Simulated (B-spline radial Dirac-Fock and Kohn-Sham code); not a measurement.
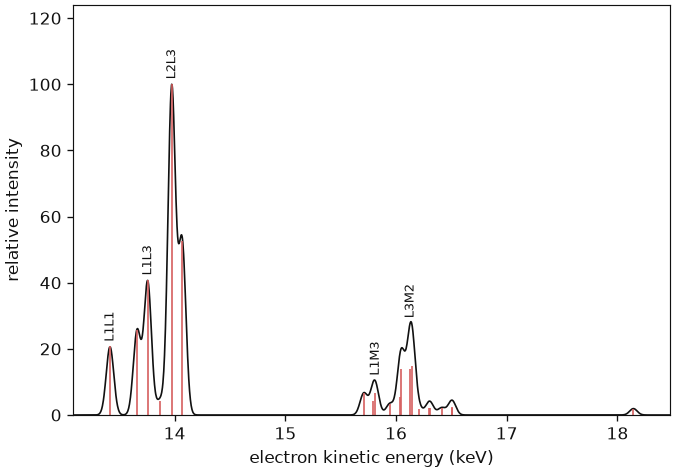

Auger groups that fill a K (1s) hole, broadened by 80 eV full width. Kinetic energies count from the vacuum level; very weak lines are left out. Species: niobium in charge state +4 (Nb⁴⁺) ([Kr] 4d1). Level of theory: independent-particle Coulomb rates on relativistic LDA orbitals, configuration-average energies from Dirac–Fock; calculated with a B-spline radial code.

> Which group is strongest?

K-L2L3 at 13.97 keV, 29 % of the non-radiative width.

> How wide is the K level from this decay?

The non-radiative width is 1.03 eV.
